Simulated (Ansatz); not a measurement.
## Nudged elastic band, with input and output: C3H6Si

- system: C3H6Si, SMILES C#C[SiH2]C
- method: RKS LDA/def2-SVP (Ansatz 0.2.0)

It belongs to a series of runs on one base structure; here: band between the two ends. Figures and captions count atoms from 1; the log counts them from 0 in places.

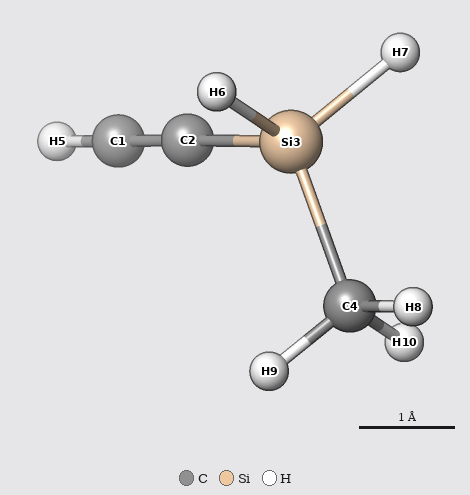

The input geometry (ball-and-stick view, seen at a tilt; atoms are numbered from 1 in the order of the input). Bond lengths as drawn: C–C 1.22 Å, C–H 1.09 to 1.11 Å, C–Si 1.83 to 1.87 Å and H–Si 1.51 Å.

## Key numbers

- outcome: converged
- barrier, forward: 0.072 eV
- barrier, backward: 0.072 eV
- hardware: 1 thread of Arm Neoverse N1, 24 GiB of memory available, shared host
- wall time: 84 s
- peak memory: 0.26 GiB

The order of the saddle point was not checked.

## Input file
```yaml
crystal:
  periodic: [false, false, false]
  atoms:
    - { symbol: C, position_ang: [-1.474434, 1.193367, -1.806378] }
    - { symbol: C, position_ang: [-0.5613, 0.843759, -1.068682] }
    - { symbol: Si, position_ang: [0.783437, 0.301828, 0.043267] }
    - { symbol: C, position_ang: [0.203078, -1.093793, 1.137283] }
    - { symbol: H, position_ang: [-2.281896, 1.505792, -2.461721] }
    - { symbol: H, position_ang: [1.218321, 1.48451, 0.869442] }
    - { symbol: H, position_ang: [1.949728, -0.133097, -0.805864] }
    - { symbol: H, position_ang: [1.021455, -1.424005, 1.811312] }
    - { symbol: H, position_ang: [-0.656078, -0.768581, 1.760204] }
    - { symbol: H, position_ang: [-0.119213, -1.960981, 0.524038] }
basis:
  gaussian: { orbitals: def2-SVP }
hamiltonian:
  xc: lda
neb:
  order_check: false
  images: 9
  f_tol: 0.05
  max_iterations: 60
  initial_path: idpp
  spring: 20.0
  final_atoms:
    - { symbol: C, position_ang: [-1.52137858, 1.34688418, -1.65327816] }
    - { symbol: C, position_ang: [-0.57653688, 0.89389841, -1.01897181] }
    - { symbol: Si, position_ang: [0.81487915, 0.19849496, -0.0606684] }
    - { symbol: C, position_ang: [0.20102536, -1.08998356, 1.14101323] }
    - { symbol: H, position_ang: [-2.35822966, 1.74763074, -2.21729019] }
    - { symbol: H, position_ang: [1.49755634, 1.32754929, 0.66712866] }
    - { symbol: H, position_ang: [1.80167599, -0.3998986, -1.02955383] }
    - { symbol: H, position_ang: [-0.52512134, -0.6458334, 1.85356791] }
    - { symbol: H, position_ang: [-0.30105919, -1.91940238, 0.60078901] }
    - { symbol: H, position_ang: [1.0502868, -1.51054064, 1.72016457] }
```

Run as:
```bash
ansatz run input.yaml --threads 1 --pin off --max-ram 2048MiB --backend cpu --events-out ev --progress --plain --runs-dir out
```

## The program's output
```
Engine: ansatz 0.2.0, aarch64-unknown-linux-gnu
Functional definition: SPW92
  exchange = slater_x
  correlation = pw_c
1018 factors; their error is unknown
mean field evaluation 1: about -11006.5391 eV, gradient 6.5e1 eV
mean field evaluation 2: about -10993.8440 eV, gradient 9.0e1 eV
mean field evaluation 4: about -11017.0074 eV, gradient 1.6e1 eV
mean field evaluation 8: about -11017.6559 eV, gradient 1.5e-1 eV
mean field evaluation 16: about -11017.6055 eV, gradient 6.1e-5 eV
mean field -11017.60548325 eV, -404.8895335080 hartree, gradient 6.1e-5 eV, S^2 0.000000; 0 other end points of the search recorded, 0 dependent functions left out
the calculation of the forces begins
reference -11017.60551691 eV, -404.8895347453 hartree; 19, 19 occupied and 71, 71 virtual orbitals, 1018 factors
1018 factors; their error is unknown
mean field evaluation 32: about -11017.6055 eV, gradient 3.6e-4 eV
mean field -11017.60546244 eV, -404.8895327434 hartree, gradient 6.0e-5 eV, S^2 0.000000; 0 other end points of the search recorded, 0 dependent functions left out
[... from here on the field's lines of each further geometry are left out, up to the last ...]
NEB iter   1: max|band force component| = 2.825e-1 eV/Å  barrier→ = 0.0829 eV  barrier← = 0.0828 eV  CI = image 5  Δτ_max = 0.0491 Å  (282 SCF iters)
NEB iter   2: max|band force component| = 1.343e-1 eV/Å  barrier→ = 0.0729 eV  barrier← = 0.0729 eV  CI = image 5  Δτ_max = 0.0266 Å  (254 SCF iters)
the calculation of the forces begins
reference -11017.59875486 eV, -404.8892862445 hartree; 19, 19 occupied and 71, 71 virtual orbitals, 1018 factors
1018 factors; their error is unknown
mean field evaluation 480: about -11016.9507 eV, gradient 1.6e1 eV
mean field -11017.53390083 eV, -404.8869029027 hartree, gradient 1.6e-5 eV, S^2 0.000000; 1 other end points of the search recorded, 0 dependent functions left out
the calculation of the forces begins
reference -11017.53393440 eV, -404.8869041363 hartree; 19, 19 occupied and 71, 71 virtual orbitals, 1018 factors
NEB iter   3: max|band force component| = 3.035e-2 eV/Å  barrier→ = 0.0716 eV  barrier← = 0.0716 eV  CI = image 5  Δτ_max = 0.0000 Å  (492 SCF iters)
```

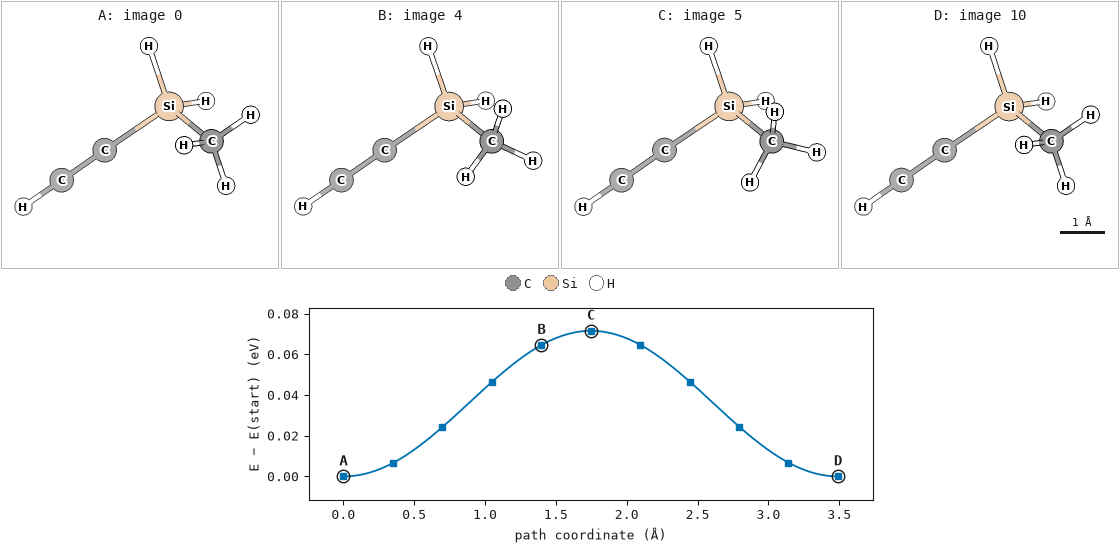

Images of the last band (counted from 0; ball-and-stick, seen at a tilt) above the energy along the path; the line is a cubic interpolation that uses the forces. The highest image is number 5, 0.072 eV above the start and 0.072 eV above the end (the climbing image); start and end have the same energy. The path is 3.49 Å long. The band converged in 3 iterations.

```
Total energy: -11017.53393440 eV, -404.8869041363 hartree
Atom 0 at    -1.545624     1.687230    -1.274950 Å, force    -0.002707     0.011053    -0.009688 eV/Å
Atom 1 at    -0.583782     1.070968    -0.833049 Å, force     0.002592    -0.018119     0.013570 eV/Å
Atom 2 at     0.821853     0.122780    -0.150444 Å, force     0.001989     0.017255    -0.013383 eV/Å
Atom 3 at     0.214082    -1.240571     0.985861 Å, force     0.005751    -0.021344     0.016502 eV/Å
Atom 4 at    -2.394500     2.236949    -1.670260 Å, force    -0.000701     0.000040     0.001091 eV/Å
Atom 5 at     1.716401     1.087693     0.583388 Å, force     0.004090     0.007049     0.000888 eV/Å
Atom 6 at     1.604685    -0.439441    -1.308413 Å, force     0.003611     0.000551    -0.007309 eV/Å
Atom 7 at     0.613250    -1.110426     2.012816 Å, force    -0.005203     0.001056    -0.000162 eV/Å
Atom 8 at    -0.893880    -1.228853     1.041971 Å, force    -0.003853     0.001658    -0.001198 eV/Å
Atom 9 at     0.530614    -2.237531     0.615980 Å, force    -0.005567     0.000800    -0.000310 eV/Å
Dipole moment:    -0.116818    -0.111171     0.096270 e Å
this run last wrote the band of iteration 3 to [file]
```

## The last band as extended XYZ (Å, eV, eV/Å)
```
10
Properties=species:S:1:pos:R:3:forces:R:3 image=0 energy=-11017.60548
C    -1.4744    1.1934   -1.8064    0.0010   0.0000   0.0010
C    -0.5613    0.8438   -1.0687   -0.0022   0.0009   0.0003
Si    0.7834    0.3018    0.0433    0.0033  -0.0005  -0.0018
C     0.2031   -1.0938    1.1373   -0.0022   0.0012  -0.0010
H    -2.2819    1.5058   -2.4617   -0.0002   0.0001  -0.0005
H     1.2183    1.4845    0.8694   -0.0006   0.0014   0.0000
H     1.9497   -0.1331   -0.8059    0.0014  -0.0002  -0.0005
H     1.0215   -1.4240    1.8113    0.0004   0.0000   0.0002
H    -0.6561   -0.7686    1.7602   -0.0009  -0.0014   0.0014
H    -0.1192   -1.9610    0.5240    0.0000  -0.0015   0.0009
10
Properties=species:S:1:pos:R:3:forces:R:3 image=1 energy=-11017.59889
C    -1.5068    1.2935   -1.7097    0.0000   0.0015  -0.0023
C    -0.5735    0.8835   -1.0307    0.0011  -0.0146  -0.0125
Si    0.7975    0.2623    0.0050   -0.0022   0.0102   0.0057
C     0.2101   -1.1237    1.1091    0.0072  -0.0010  -0.0063
H    -2.3320    1.6607   -2.3125    0.0003  -0.0023  -0.0012
H     1.3183    1.4148    0.8238   -0.0047   0.0048   0.0066
H     1.9051   -0.2069   -0.9026    0.0046   0.0048   0.0040
H     0.9758   -1.3540    1.8796    0.0065  -0.0156  -0.0079
H    -0.7311   -0.8381    1.6232    0.0087   0.0087   0.0161
H     0.0197   -2.0433    0.5178   -0.0216   0.0034  -0.0022
10
Properties=species:S:1:pos:R:3:forces:R:3 image=2 energy=-11017.58124
C    -1.5296    1.3937   -1.6086   -0.0009   0.0042  -0.0058
C    -0.5814    0.9273   -0.9894    0.0030  -0.0274  -0.0148
Si    0.8086    0.2249   -0.0335   -0.0017   0.0148   0.0053
C     0.2144   -1.1542    1.0799    0.0100  -0.0081  -0.0010
H    -2.3675    1.8118   -2.1584    0.0001  -0.0032  -0.0019
H     1.4192    1.3415    0.7728   -0.0084   0.0088   0.0107
H     1.8494   -0.2742   -1.0018    0.0096   0.0087   0.0047
H     0.9085   -1.2872    1.9361    0.0125  -0.0222  -0.0150
H    -0.7941   -0.9211    1.4801    0.0106   0.0169   0.0257
H     0.1557   -2.1138    0.5257   -0.0347   0.0077  -0.0079
10
Properties=species:S:1:pos:R:3:forces:R:3 image=3 energy=-11017.55905
C    -1.5432    1.4933   -1.5029   -0.0015   0.0070  -0.0087
C    -0.5855    0.9742   -0.9431    0.0029  -0.0328  -0.0091
Si    0.8165    0.1893   -0.0721   -0.0001   0.0187  -0.0006
C     0.2160   -1.1842    1.0500    0.0086  -0.0151   0.0085
H    -2.3889    1.9584   -2.0005   -0.0002  -0.0030  -0.0017
H     1.5205    1.2631    0.7161   -0.0078   0.0108   0.0105
H     1.7811   -0.3354   -1.1037    0.0119   0.0091   0.0028
H     0.8230   -1.2239    1.9784    0.0157  -0.0203  -0.0129
H    -0.8433   -1.0156    1.3343    0.0055   0.0208   0.0248
H     0.2869   -2.1703    0.5466   -0.0351   0.0047  -0.0136
10
Properties=species:S:1:pos:R:3:forces:R:3 image=4 energy=-11017.54088
C    -1.5484    1.5915   -1.3920   -0.0019   0.0093  -0.0100
C    -0.5863    1.0228   -0.8910    0.0025  -0.0295   0.0021
Si    0.8209    0.1555   -0.1109    0.0015   0.0203  -0.0083
C     0.2157   -1.2131    1.0189    0.0059  -0.0224   0.0165
H    -2.3976    2.1001   -1.8385   -0.0005  -0.0017  -0.0006
H     1.6204    1.1785    0.6533   -0.0030   0.0100   0.0064
H     1.6992   -0.3905   -1.2066    0.0096   0.0063  -0.0015
H     0.7235   -1.1647    2.0045    0.0086  -0.0116  -0.0084
H    -0.8769   -1.1193    1.1879    0.0010   0.0156   0.0134
H     0.4125   -2.2118    0.5774   -0.0236   0.0039  -0.0097
10
Properties=species:S:1:pos:R:3:forces:R:3 image=5 energy=-11017.53390
C    -1.5456    1.6872   -1.2750   -0.0027   0.0111  -0.0097
C    -0.5838    1.0710   -0.8330    0.0026  -0.0181   0.0136
Si    0.8219    0.1228   -0.1504    0.0020   0.0173  -0.0134
C     0.2141   -1.2406    0.9859    0.0058  -0.0213   0.0165
H    -2.3945    2.2369   -1.6703   -0.0007   0.0000   0.0011
H     1.7164    1.0877    0.5834    0.0041   0.0070   0.0009
H     1.6047   -0.4394   -1.3084    0.0036   0.0006  -0.0073
H     0.6132   -1.1104    2.0128   -0.0052   0.0011  -0.0002
H    -0.8939   -1.2289    1.0420   -0.0039   0.0017  -0.0012
H     0.5306   -2.2375    0.6160   -0.0056   0.0008  -0.0003
10
Properties=species:S:1:pos:R:3:forces:R:3 image=6 energy=-11017.54081
C    -1.5346    1.7813   -1.1572   -0.0023   0.0107  -0.0077
C    -0.5793    1.1174   -0.7739    0.0040  -0.0093   0.0273
Si    0.8162    0.0913   -0.1904    0.0013   0.0127  -0.0176
C     0.2118   -1.2671    0.9521    0.0059  -0.0219   0.0176
H    -2.3780    2.3721   -1.5016    0.0000   0.0015   0.0030
H     1.8004    0.9934    0.5079    0.0092   0.0023  -0.0065
H     1.4990   -0.4828   -1.4045   -0.0038  -0.0036  -0.0109
H     0.4973   -1.0608    2.0042   -0.0227   0.0120   0.0001
H    -0.8937   -1.3486    0.9039   -0.0009  -0.0098  -0.0181
H     0.6438   -2.2474    0.6625    0.0095   0.0055   0.0127
10
Properties=species:S:1:pos:R:3:forces:R:3 image=7 energy=-11017.55888
C    -1.5159    1.8684   -1.0389   -0.0024   0.0086  -0.0054
C    -0.5719    1.1579   -0.7158    0.0053   0.0010   0.0327
Si    0.8071    0.0609   -0.2312   -0.0005   0.0051  -0.0176
C     0.2082   -1.2912    0.9174    0.0087  -0.0130   0.0122
H    -2.3500    2.4995   -1.3304    0.0008   0.0024   0.0042
H     1.8714    0.9000    0.4270    0.0111  -0.0014  -0.0104
H     1.3903   -0.5203   -1.4929   -0.0089  -0.0072  -0.0121
H     0.3727   -1.0149    1.9793   -0.0340   0.0168   0.0008
H    -0.8767   -1.4711    0.7702    0.0024  -0.0199  -0.0260
H     0.7480   -2.2405    0.7182    0.0175   0.0077   0.0216
10
Properties=species:S:1:pos:R:3:forces:R:3 image=8 energy=-11017.58101
C    -1.4892    1.9496   -0.9209   -0.0024   0.0049  -0.0029
C    -0.5619    1.1929   -0.6609    0.0055   0.0078   0.0287
Si    0.7944    0.0313   -0.2733   -0.0021  -0.0015  -0.0145
C     0.2029   -1.3140    0.8821    0.0103  -0.0028   0.0072
H    -2.3094    2.6211   -1.1562    0.0016   0.0026   0.0042
H     1.9286    0.8098    0.3413    0.0087  -0.0031  -0.0104
H     1.2810   -0.5530   -1.5740   -0.0095  -0.0078  -0.0101
H     0.2408   -0.9752    1.9381   -0.0343   0.0121  -0.0033
H    -0.8439   -1.5958    0.6444    0.0075  -0.0219  -0.0230
H     0.8398   -2.2179    0.7822    0.0146   0.0096   0.0241
10
Properties=species:S:1:pos:R:3:forces:R:3 image=9 energy=-11017.59872
C    -1.4536    2.0257   -0.8038   -0.0023   0.0004  -0.0006
C    -0.5486    1.2234   -0.6101    0.0029   0.0089   0.0157
Si    0.7786    0.0024   -0.3170   -0.0023  -0.0031  -0.0098
C     0.1949   -1.3358    0.8466    0.0078   0.0042   0.0014
H    -2.2548    2.7373   -0.9793    0.0022   0.0023   0.0028
H     1.9731    0.7241    0.2512    0.0041  -0.0028  -0.0062
H     1.1728   -0.5813   -1.6489   -0.0054  -0.0051  -0.0056
H     0.1024   -0.9447    1.8811   -0.0216   0.0051  -0.0015
H    -0.7964   -1.7211    0.5292    0.0069  -0.0143  -0.0128
H     0.9147   -2.1811    0.8539    0.0078   0.0044   0.0166
10
Properties=species:S:1:pos:R:3:forces:R:3 image=10 energy=-11017.60546
C    -1.5520    1.7706   -1.1461   -0.0017  -0.0074   0.0017
C    -0.5958    1.1024   -0.7728   -0.0032   0.0042  -0.0040
Si    0.8121    0.0872   -0.2026    0.0014   0.0058  -0.0018
C     0.2241   -1.2555    0.9518    0.0118  -0.0021   0.0036
H    -2.3995    2.3624   -1.4789    0.0017   0.0048  -0.0001
H     1.7982    0.9933    0.4880   -0.0005   0.0007   0.0017
H     1.4867   -0.5048   -1.4129   -0.0010  -0.0017  -0.0003
H    -0.2718   -0.8160    1.8425    0.0008  -0.0027  -0.0059
H    -0.5019   -1.9203    0.4392   -0.0026   0.0000   0.0020
H     1.0830   -1.8705    1.2946   -0.0067  -0.0015   0.0031
```
